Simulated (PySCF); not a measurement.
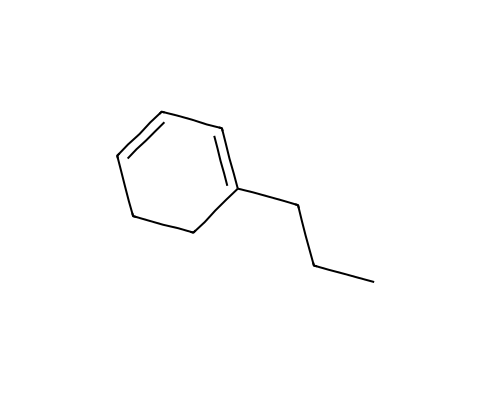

2D structure.

Transcribe the drawing into SMILES.

Answer. CCCC1=CC=CCC1

Give the formula, hydrogens included.

Answer. C9H14.

An optimisation with PBE0-D3(BJ)/def2-SVP gave a structure of which point group?

Answer. C1. Other conformers may differ.

The parts below concern this one geometry. Atoms keep their numbers from picture to picture. The computed structure is the end point of a PBE0-D3(BJ)/def2-SVP optimisation. No frequency run is at hand to confirm it as a minimum.

### Ring current

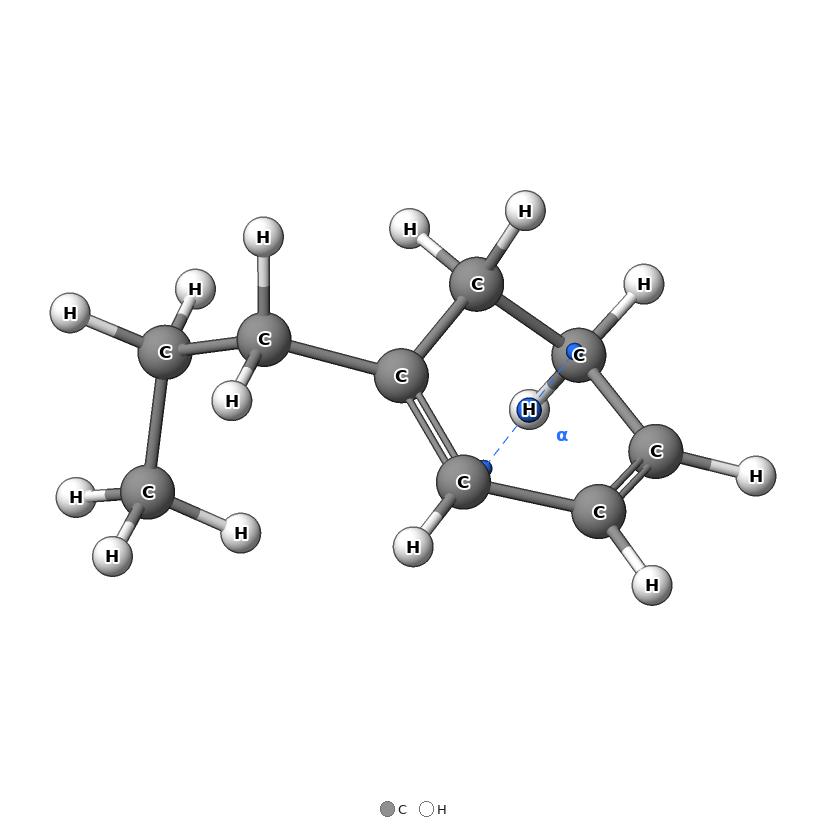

The small points mark where nucleus-independent chemical shifts (NICS) were computed: at the centre of each lettered ring and 1 Å above and below it. No frequency run is at hand to confirm it as a minimum. Level of theory: GIAO PBE0/pcSseg-1 NMR shielding, non-relativistic, IEF-PCM water (PySCF 2.14.0).

Give NICS(0), NICS(1) and the out-of-plane component NICS(1)zz for each ring (means of the two sides).

```tsv
ring	members	NICS(0)	NICS(1)	NICS(1)zz
α	C6	1.9	−1.4	3.0
```

Values in ppm.

What do the values say about the ring currents?

Answer. Ring α: weak, as in a non-aromatic ring. NICS is one index among several.

### NMR shielding

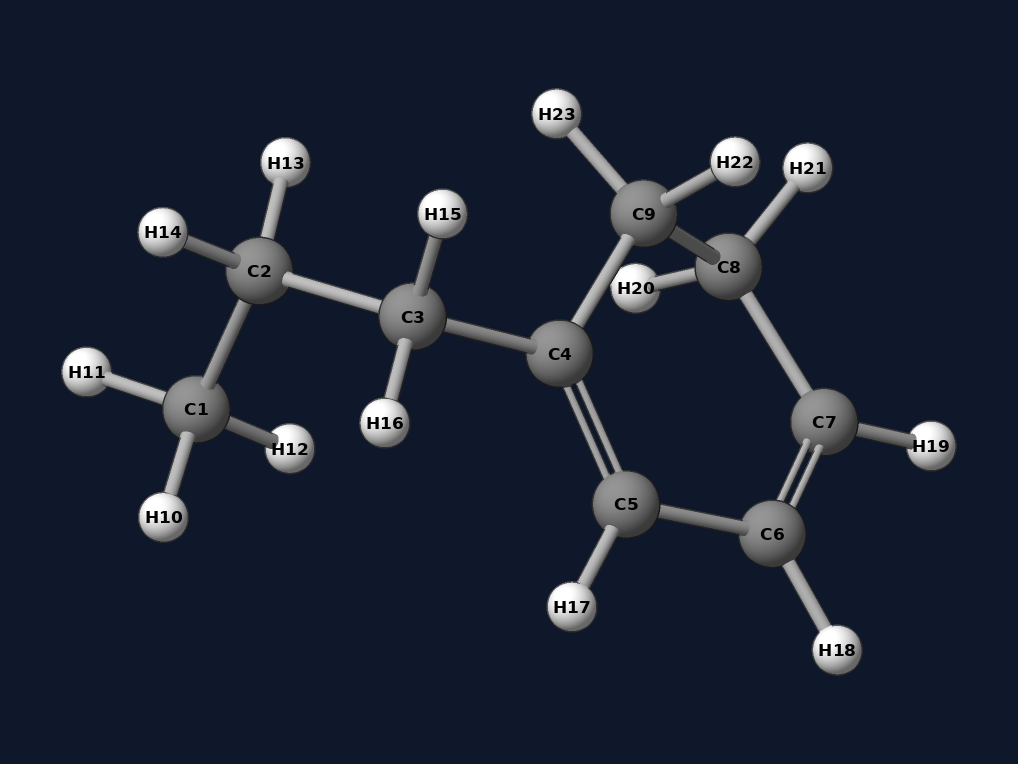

The questions are on isotropic NMR shieldings of the H atoms. No frequency run is at hand to confirm it as a minimum. Properties computed with GIAO PBE0/pcSseg-1 NMR shielding, non-relativistic, IEF-PCM tetrahydrofuran (PySCF 2.14.0).

List the isotropic NMR shieldings of the H atoms.

```
atom  σ (ppm)
 H10    30.67
 H11    30.23
 H12    30.09
 H13    29.81
 H14    29.80
 H15    29.00
 H16    29.36
 H17    25.30
 H18    25.08
 H19    25.29
 H20    29.07
 H21    29.12
 H22    29.29
 H23    29.21
```

### Electronic properties

No frequency run is at hand to confirm it as a minimum. Level of theory: PBE0/pcSseg-1 in water (IEF-PCM) (PySCF 2.14.0).

Estimate the HOMO energy (Kohn–Sham orbital).

Answer. −5.98 eV.

Give the LUMO energy (Kohn–Sham orbital) at this level.

Answer. −0.66 eV.

Estimate the dipole moment.

Answer. 1.11 D.
